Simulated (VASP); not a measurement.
# LiTi: what the fields show

```yaml
crystal:
  lattice:
    - [3.63898, 0.00000, 0.00000]
    - [0.00000, 3.63898, 0.00000]
    - [0.00000, 0.00000, 23.80000]
  atoms:
    - { symbol: Li, position: [0.00000, 0.00000, 0.29412] }
    - { symbol: Ti, position: [0.50000, 0.50000, 0.29412] }
```

The calculation used VASP, Kohn-Sham DFT of a periodic cell, PBE, VASP PAW PBE potentials, recommended.

The density is the valence pseudo-density of a PAW calculation; it isn't the true density close to the nuclei.

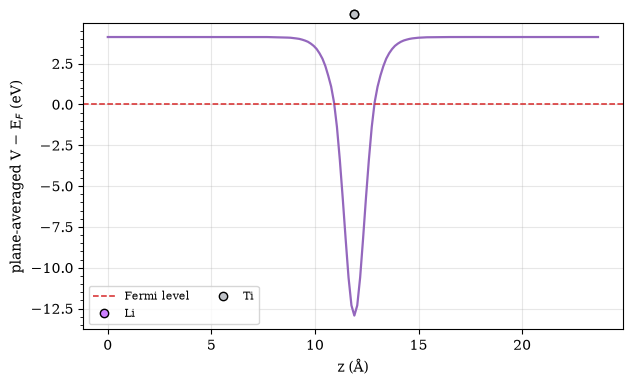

Figure 1. Plane average of the electrostatic potential energy of an electron across the slab. Circles mark the heights of the atoms.

How far above the Fermi level of the calculation is the vacuum level?

4.1 eV.

What are the slab's thickness and the vacuum gap?

The outermost nuclei are 0.0 Å apart, in 1 atomic plane; the vacuum between periodic images is 23.8 Å wide.

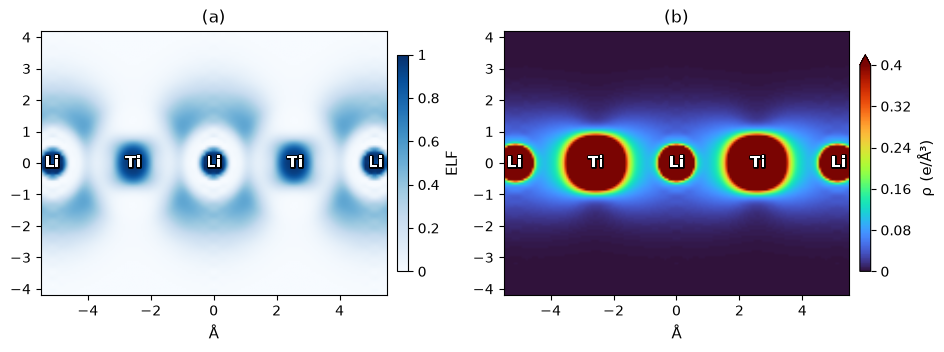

Figure 2. (a) electron localisation function; (b) valence electron density on the (11̄0) plane of the calculation cell, a cut from vacuum to vacuum.

Describe what can be read from this map.

- Atoms in the plane: Li and Ti.
- Li–Ti (2.57 Å): ρ is about 0.14 e/Å³ halfway; the ELF is about 0.10 at the midpoint (no shared electron pair shows on this line).
- The density dies away to nearly zero in the vacuum.
- The features right at Ti lie inside the PAW spheres, where the map follows smoothed inner orbitals and isn't to be read closely.
